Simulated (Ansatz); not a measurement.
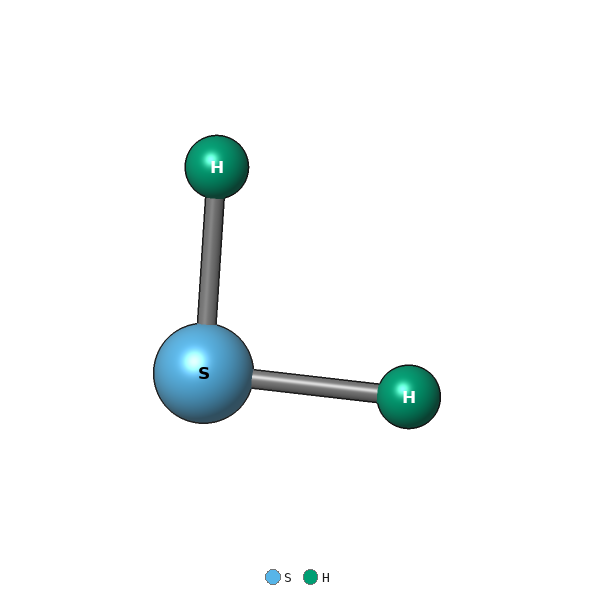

All atoms lie in one plane, which faces the viewer. The computed structure is the end point of a PBE0-D4/def2-TZVP optimisation.

**List the symmetry elements and name the point group.**

It has 1 C2 axis and 2 mirror planes, so the point group is C2v. The group has 4 operations. The geometry is achiral, and symmetry allows a dipole moment.
